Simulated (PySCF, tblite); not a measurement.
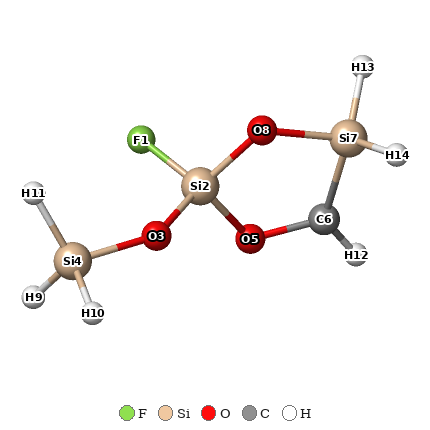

First-order isotropic EPR spectrum (fast tumbling, first derivative) of CH₆FO₃Si₃, SMILES F[Si@@]1(O[SiH3])O[CH][SiH2]O1, doublet at 9.75 GHz, Lorentzian lines of 0.03 mT full width at half height, from computed g and hyperfine couplings (B3LYP/pcH-1 with PySCF, at a GFN2-xTB geometry (a minimum by its frequencies), gas phase); values of one conformer, averaged over methyl-type rotors alone; other conformers aren't averaged in; no vibrational averaging; dilute isotopes left out. The SMILES is one Lewis form and needn't show where the spin sits.

Question: Give g and the hyperfine couplings.

Answer: g_iso = 2.0034, which centres the spectrum at 347.7 mT; it spans 5.8 mT.

```
nuclei  isotope  a (mT)  a (MHz)
   H12       ¹H   −2.02    −56.6
   H13       ¹H    1.65     46.2
   H14       ¹H    1.57     43.9
    F1      ¹⁹F    0.59     16.5
```

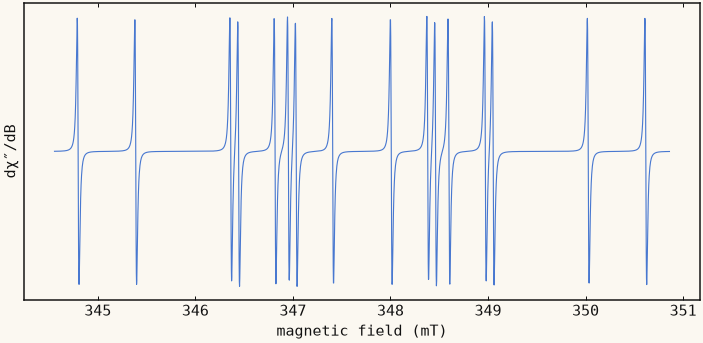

Caveats: the tight-binding geometry is rougher than a DFT one and adds to the error.
